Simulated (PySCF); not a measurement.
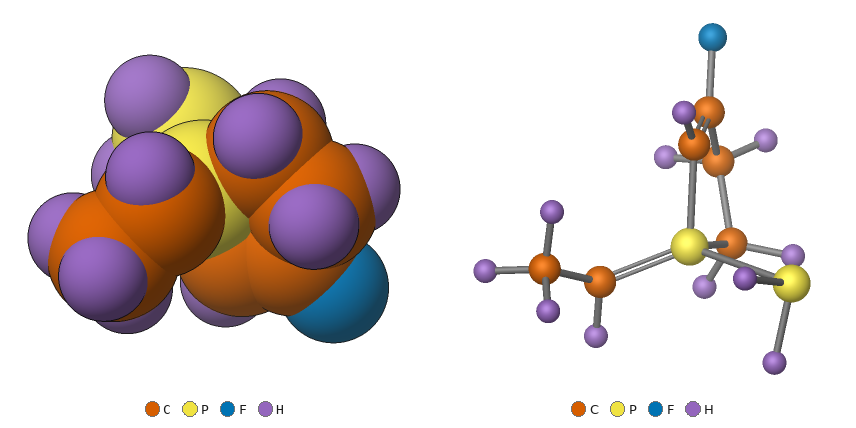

Both panels show the same species.

The computed structure is the end point of a PBE0-D3(BJ)/def2-SVP optimisation. No frequency run is at hand to confirm it as a minimum.

Identify the structure.

Formula C6H11FP2. As SMILES it reads `CC=[P@]1(P)C=C(F)CC1`. Independent rings (smallest set): 1 of 5 members. Among its groups: alkene, C–F bond. The point group is C1. Coordination, clear cases only: 3 C tetrahedral; 1 P trigonal pyramidal; 2 C trigonal planar.

The parts below concern this one geometry. Atoms keep their numbers from picture to picture.

## NMR shielding

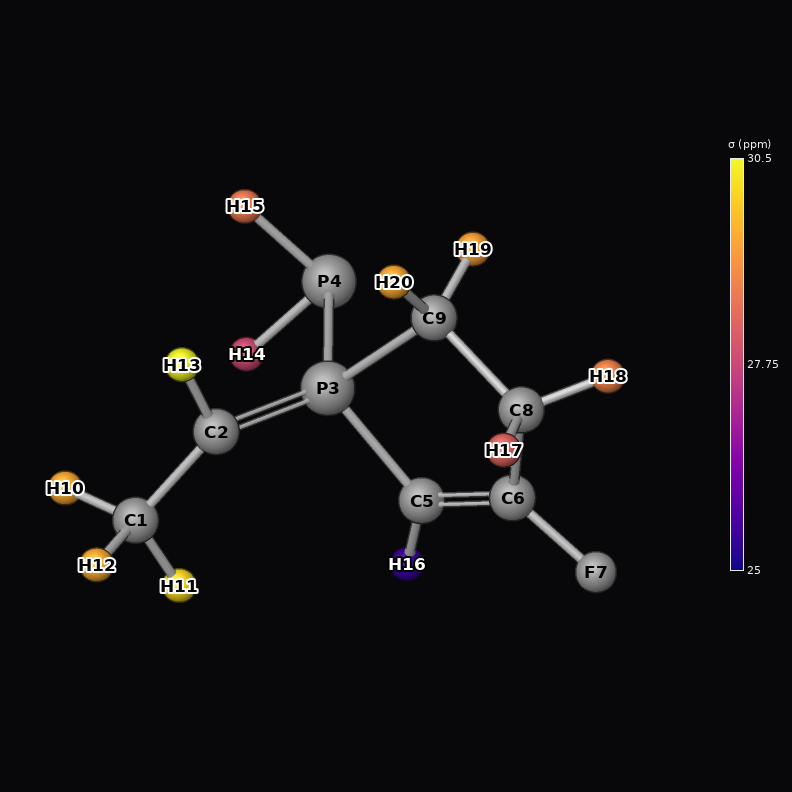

Atoms are coloured by their isotropic NMR shieldings (H only, the others grey). No frequency run is at hand to confirm it as a minimum. Properties computed with GIAO PBE0/pcSseg-1 NMR shielding, non-relativistic, gas phase (PySCF 2.14.0).

List the isotropic NMR shieldings of the H atoms.

```csv
atom,σ (ppm)
H10,29.45
H11,30.08
H12,29.50
H13,30.42
H14,27.85
H15,28.73
H16,25.47
H17,28.34
H18,28.86
H19,29.31
H20,29.43
```

## Levels of theory compared

No frequency run is at hand to confirm it as a minimum. Program: PySCF 2.14.0.

At this fixed geometry, give HOMO energy (eV) at these levels: CAM-B3LYP/def2-SVPD; PBE0/pcSseg-1; PBE0/pcSseg-1 in acetonitrile (IEF-PCM); PBE0/pcSseg-1 in chloroform (IEF-PCM); WP04/pcSseg-1.

```tsv
level	HOMO energy (eV)
CAM-B3LYP/def2-SVPD	−6.00
PBE0/pcSseg-1	−4.87
PBE0/pcSseg-1 in acetonitrile (IEF-PCM)	−4.95
PBE0/pcSseg-1 in chloroform (IEF-PCM)	−4.91
WP04/pcSseg-1	−6.01
```

## Excitation

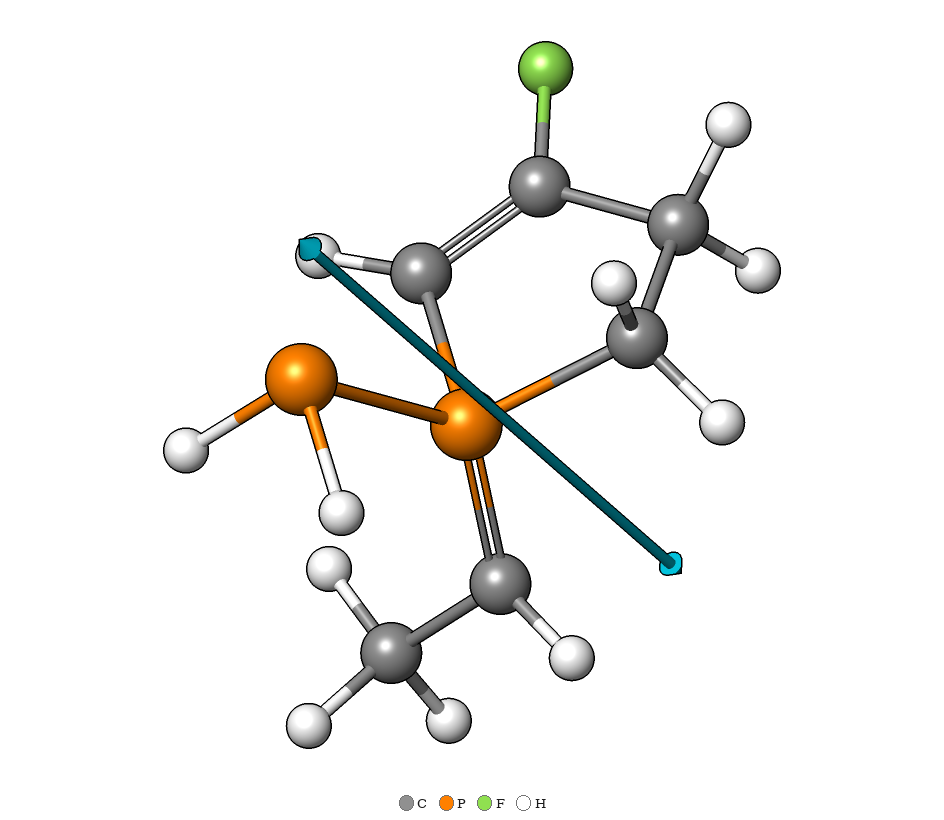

The double arrow shows the direction of the transition dipole to excited singlet state 4 (its length means nothing). No frequency run is at hand to confirm it as a minimum. Level of theory: TDDFT CAM-B3LYP/def2-SVPD, vertical, gas phase, core orbitals frozen in the response (PySCF 2.14.0).

> Give its energy, strength and character.

4.66 eV (266 nm), oscillator strength 0.27, mainly HOMO → LUMO+2 (weight 0.63); transition dipole 3.93 D.
